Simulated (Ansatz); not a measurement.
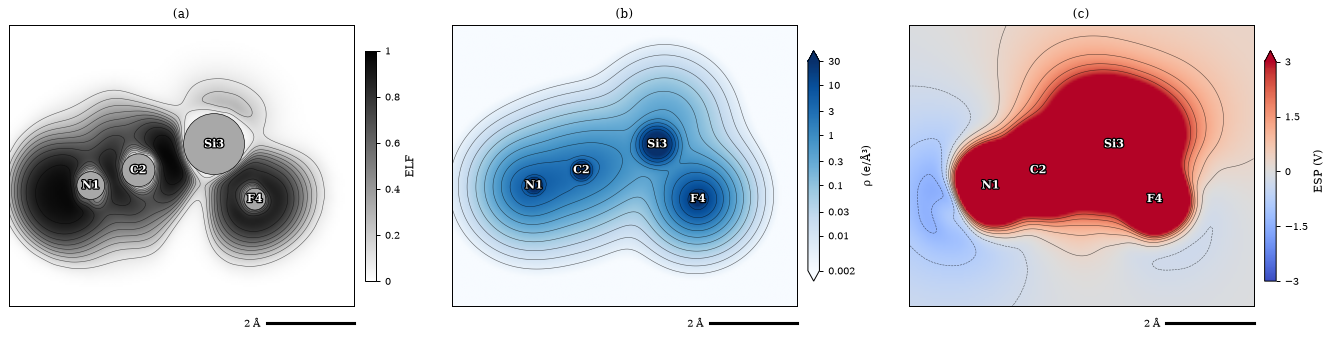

Figure. CHF2NSi. (a) ELF; (b) total electron density; (c) electrostatic potential on the plane of atoms C2, Si3 and F4. Grey discs cover the atomic cores in the ELF map.

Geometry: PBE0-D4/def2-TZVP.

Computed with RKS PBE0-D4/def2-TZVPP (Ansatz).

The calculation's input:

```
crystal:
  periodic: [false, false, false]
  atoms:
    - {symbol: N, position_ang: [0.362526, -2.300159, 0.730916]}
    - {symbol: C, position_ang: [0.194766, -1.221320, 0.366833]}
    - {symbol: Si, position_ang: [-0.075795, 0.525891, -0.136365]}
    - {symbol: F, position_ang: [-1.389055, 0.569639, -1.002501]}
    - {symbol: F, position_ang: [1.145698, 0.953753, -1.031735]}
    - {symbol: H, position_ang: [-0.196041, 1.408096, 1.026652]}
basis:
  gaussian: {orbitals: def2-TZVPP}
hamiltonian: {xc: pbe0, dispersion: d4}
output: {orbitals: {seedname: orbitals}}
```

Run with:

```sh
ansatz run in.yaml --threads 2 --pin off --events-out ev --progress --plain --max-ram 32768MiB --backend cpu
```

What do the fields say about this system?

Answer.
- Atoms in the plane: N, C, Si and F.
- C–N (1.15 Å): the density is about 3.8 e/Å³ at the midpoint; the ELF peaks at about 0.90 between the atoms: a short, multiple covalent bond.
- Si–F (1.57 Å): ρ is about 1.3 e/Å³ halfway; the ELF peaks at about 0.85 in the valence shell of F, 0.6 Å from its nucleus, and is about 0.55 at the midpoint.
- C–Si (1.84 Å): ρ at the midpoint is about 0.98 e/Å³; the ELF peaks at about 1 between the atoms (localised, covalent bonding).
- The ELF also peaks beside F4 and N1, away from the bonds: lone-pair regions.
- Outside the dense part of the molecule the potential is most negative (−1.5 V) near N1.
